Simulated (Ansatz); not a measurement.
# CH6FNOSi: the cost of one run

Method: RKS CAM-B3LYP-D4/6-31G*, in Ansatz 0.2.0.

## Step 1: The starting structure

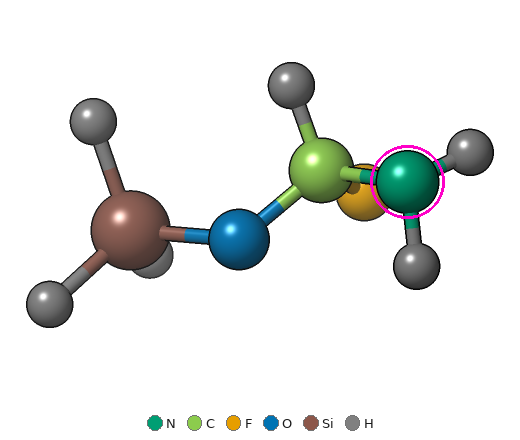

The starting structure, seen from a chosen angle (nitrogen teal, carbon green, fluorine amber, oxygen blue, silicon brown, hydrogen grey). Ringed: N1.

As a file:

```xyz
11

N     0.0650   -1.4163    1.5791
C     0.2204   -0.7182    0.3026
F    -0.5055   -1.4368   -0.6187
O    -0.2617    0.5793    0.3552
Si   -0.0475    1.5618   -0.9481
H    -0.9597   -1.1821    1.7935
H     0.1020   -2.3666    1.3848
H     1.3274   -0.7042    0.0327
H    -0.7645    1.0914   -2.0857
H    -0.5071    2.9425   -0.5847
H     1.3966    1.5922   -1.1901
```

## Step 2: Relaxing end A

Contents of input.yaml:

```yaml
crystal:
  periodic: [false, false, false]
  atoms:
    - { symbol: "N", position_ang: [0.065, -1.4163, 1.5791] }
    - { symbol: C, position_ang: [0.2204, -0.7182, 0.3026] }
    - { symbol: F, position_ang: [-0.5055, -1.4368, -0.6187] }
    - { symbol: O, position_ang: [-0.2617, 0.5793, 0.3552] }
    - { symbol: Si, position_ang: [-0.0475, 1.5618, -0.9481] }
    - { symbol: H, position_ang: [-0.9597, -1.1821, 1.7935] }
    - { symbol: H, position_ang: [0.102, -2.3666, 1.3848] }
    - { symbol: H, position_ang: [1.3274, -0.7042, 0.0327] }
    - { symbol: H, position_ang: [-0.7645, 1.0914, -2.0857] }
    - { symbol: H, position_ang: [-0.5071, 2.9425, -0.5847] }
    - { symbol: H, position_ang: [1.3966, 1.5922, -1.1901] }
basis:
  gaussian: { orbitals: "6-31G*" }
hamiltonian:
  xc: cam_b3lyp
  dispersion: d4
relax:
  f_tol: 0.015
  max_steps: 40
output:
  orbitals: {}
```

Run with:

```sh
$ ansatz run input.yaml --threads 2 --pin off --max-ram 3072MiB --backend cpu --events-out ev --progress --plain --runs-dir out
```

What time and memory should one allow on 2 threads of AMD EPYC 9R14 (Zen 4), shared host?

About 25 s, with a peak of 0.24 GiB.
